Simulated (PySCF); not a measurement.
# C5H8GeO: electronic excitations

Wanted: the electronic excitations of C5H8GeO (`C#[C][GeH2][O]CC=C`), by calculation.

The runs use PySCF 2.14.0, with density-fitted response routines of our own; the level of theory stands in each step. All values are computed, except where a source is named. Atoms count from 0, in the outputs and in this text.

## 1. The molecule as given

15 atoms, charge 0, multiplicity 1; geometry from: GFN2-xTB.

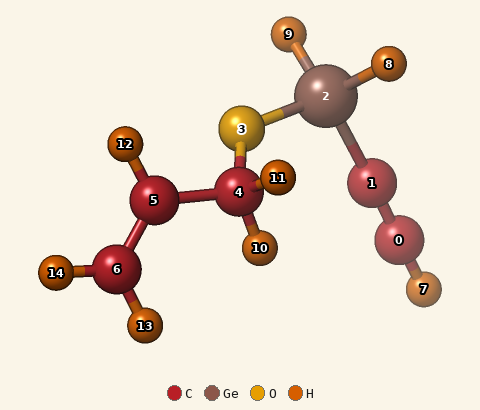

The starting geometry (carbon red, germanium brown, oxygen amber, hydrogen orange), atoms numbered; sticks join atoms by distance.

## 2. Excited states and response: CAM-B3LYP/def2-SVPD

Job settings and geometry (Å):

```
{"job": {"kind": "uv", "xc": "CAM-B3LYP", "basis": "def2-SVPD", "nstates": 8, "ntriplets": 3}, "charge": 0, "multiplicity": 1}
C      2.604247    -1.279341     2.235796
C      2.449888    -0.864066     1.117333
Ge     2.113903    -0.196170    -0.638805
O      0.403580    -0.250225    -0.983104
C     -0.628378     0.360043    -0.233184
C     -1.942620     0.037378    -0.872572
C     -3.015683    -0.355761    -0.214086
H      2.759938    -1.645172     3.211462
H      2.630817     1.222643    -0.706393
H      2.630772    -1.091965    -1.712577
H     -0.611761     0.010243     0.806300
H     -0.491698     1.452276    -0.225048
H     -1.950050     0.140618    -1.948852
H     -3.012598    -0.472761     0.857337
H     -3.944770    -0.565407    -0.715519
```

With the program's defaults for keys left out, this is: TDDFT CAM-B3LYP/def2-SVPD, vertical, gas phase, core orbitals frozen in the response.

Started as:

```console
> OMP_NUM_THREADS=1 python probes_run.py task.json out
```

The driver reads the jobs from task.json and runs them one after another.

Log:

```text
coarse grid: 58272 points
cycle   1  E = -2346.8873227441  dE =  2.740e-01  |g| = 8.293e-01  |ddm| = 8.583e+00
cycle   2  E = -2346.8019090801  dE =  8.541e-02  |g| = 1.112e+00  |ddm| = 2.956e+00
cycle   3  E = -2347.0097799918  dE = -2.079e-01  |g| = 1.266e-01  |ddm| = 1.619e+00
cycle   4  E = -2347.0127674727  dE = -2.987e-03  |g| = 4.408e-02  |ddm| = 2.560e-01
cycle   5  E = -2347.0131009394  dE = -3.335e-04  |g| = 8.637e-03  |ddm| = 9.657e-02
cycle   6  E = -2347.0131139300  dE = -1.299e-05  |g| = 3.699e-03  |ddm| = 2.566e-02
cycle   7  E = -2347.0131171068  dE = -3.177e-06  |g| = 1.326e-03  |ddm| = 8.627e-03
final grid: 123264 points
cycle   8  E = -2347.0131589207  dE =  5.733e-07  |g| = 2.063e-03  |ddm| = 6.648e-03
cycle   9  E = -2347.0131570854  dE =  1.835e-06  |g| = 3.429e-03  |ddm| = 7.680e-03
cycle  10  E = -2347.0131599417  dE = -2.856e-06  |g| = 1.197e-04  |ddm| = 4.761e-03
cycle  11  E = -2347.0131599443  dE = -2.608e-09  |g| = 1.555e-05  |ddm| = 1.951e-04
cycle  12  E = -2347.0131599444  dE = -8.822e-11  |g| = 1.104e-05  |ddm| = 5.313e-05
converged SCF energy = -2347.0131599444

Static polarisability (au): isotropic 90.093, principal 69.945 97.352 102.981

Singlet excitations
state   eV       nm        f      main configurations
  1   6.0402    205.3   0.00066   H-2->L 0.38, H-1->L 0.27
  2   6.4165    193.2   0.00911   H-3->L 0.34, H-2->L+2 0.21, H-1->L+2 0.11
  3   6.5604    189.0   0.00220   H-3->L+2 0.46, H-1->L 0.20, H->L 0.16
  4   6.5821    188.4   0.00731   H-3->L+2 0.25, H->L 0.25, H-2->L 0.15
  5   7.3064    169.7   0.29286   H->L+3 0.32, H-1->L 0.20, H->L 0.17
  6   7.4271    166.9   0.02572   H-4->L 0.30, H->L+1 0.16, H->L+5 0.10
  7   7.5094    165.1   0.07478   H-4->L 0.17, H->L+5 0.17, H->L+1 0.17
  8   7.7109    160.8   0.01211   H->L+3 0.19, H->L 0.15, H->L+5 0.12

Triplet excitations (Tamm-Dancoff, eV): 4.4794 5.1003 5.5235
```

Wall time 1.9 min (1 thread of Arm Neoverse N1, shared host); peak memory 1 GiB.

The orbitals next to the gap, with their largest atomic shares:

```tsv
orbital	eV	atoms
HOMO−3	-9.85	C1 39 %, C0 38 %, O3 8 %
HOMO−2	-9.76	C1 27 %, C0 26 %, O3 24 %
HOMO−1	-9.57	O3 35 %, C1 11 %, C0 10 %
HOMO	-8.91	C6 31 %, C5 28 %, O3 12 %
LUMO	0.50	Ge2 26 %, C1 18 %, C0 17 %
LUMO+1	1.09	Ge2 44 %, C0 13 %, H8 10 %
LUMO+2	1.30	C0 31 %, C1 28 %, Ge2 20 %
```

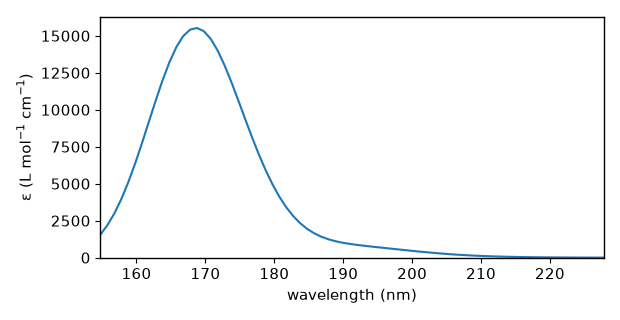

Absorption spectrum: each of the 8 states is a Gaussian band of 0.4 eV half-width at 1/e. Beyond the last state computed it falls off for lack of states.

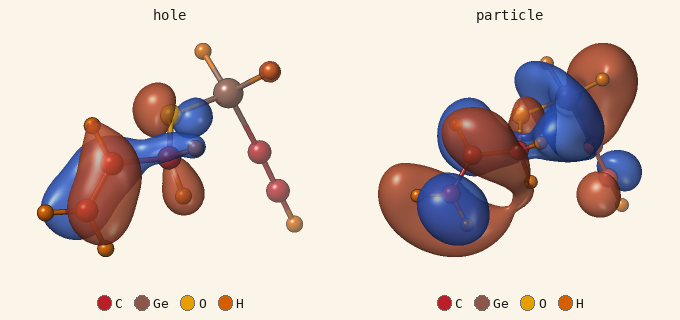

Leading natural transition orbitals of singlet state 5: the electron leaves the hole (left) for the particle orbital (right).

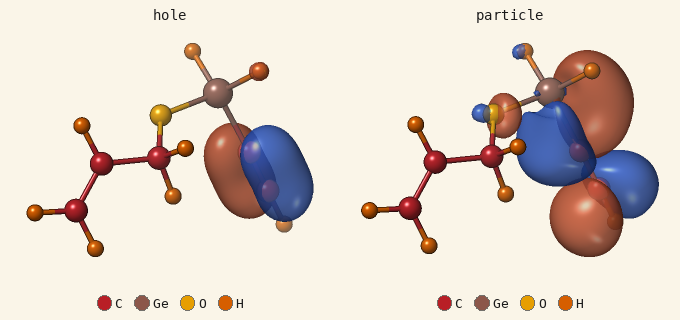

Leading natural transition orbitals of singlet state 1: the electron leaves the hole (left) for the particle orbital (right).

Further results of this job:

```tsv
property	computed
dipole moment (D)	1.22
polarisability (Å³)	13.35
HOMO–LUMO gap (eV)	9.41
−ε(HOMO) (eV)	8.91
```

Orbitals, density, ELF and potential are computed afterwards from the orbital file.

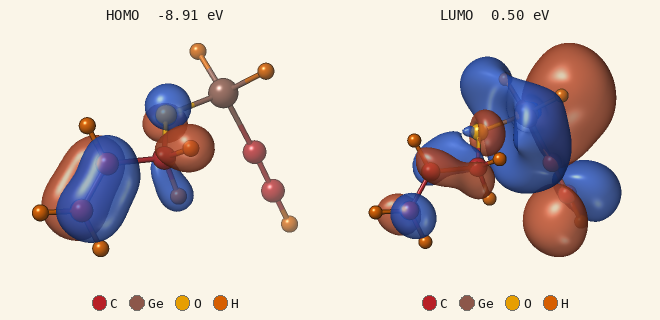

Frontier orbitals at CAM-B3LYP/def2-SVPD; each surface holds 70 % of the orbital's density, blue and red mark the sign.

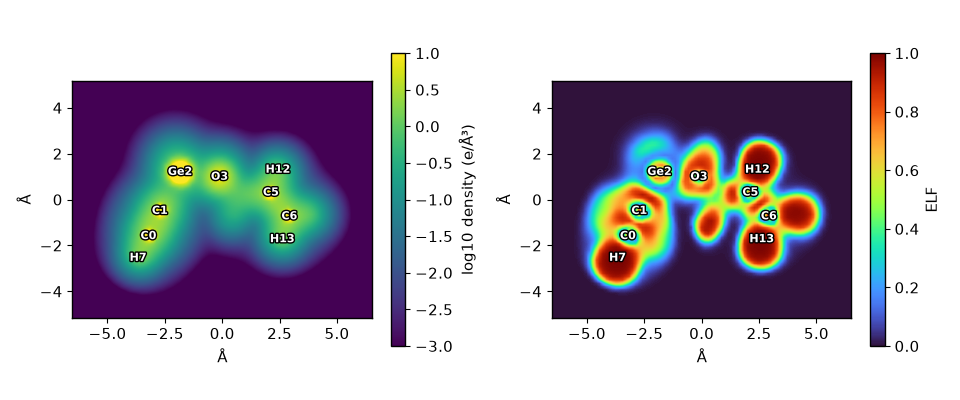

Density (left) and ELF (right) in a plane through or near 9 of the atoms.

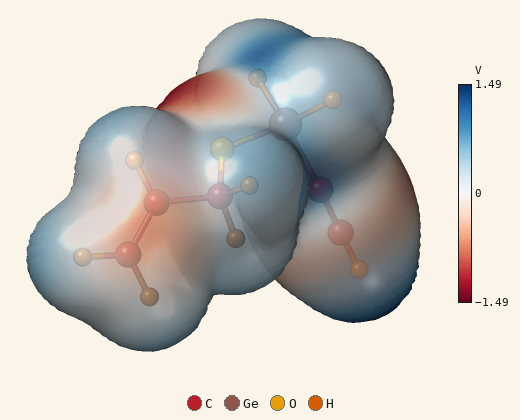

The potential that a unit positive charge feels on the 0.002 e/bohr³ surface, from -1.33 V near O3 to 1.49 V near H7.

## 3. Results

| quantity | value |
| --- | --- |
| lowest singlet (CAM-B3LYP/def2-SVPD) | 6.04 eV (205 nm), f = 0.001 |
| brightest single state of those computed | state 5, 7.31 eV, f = 0.293 |
| lowest triplet | 4.48 eV |
| surface potential, least and greatest | -1.33 V and 1.49 V |

**Reading.** The lowest singlet, at 6.04 eV, is HOMO−2→LUMO 0.38, HOMO−1→LUMO 0.27 and is dark; of the 8 states computed, the strongest absorption comes from state 5 at 7.31 eV. The lowest triplet lies 1.56 eV below the lowest singlet (triplets in Tamm-Dancoff, singlets in full TDDFT).
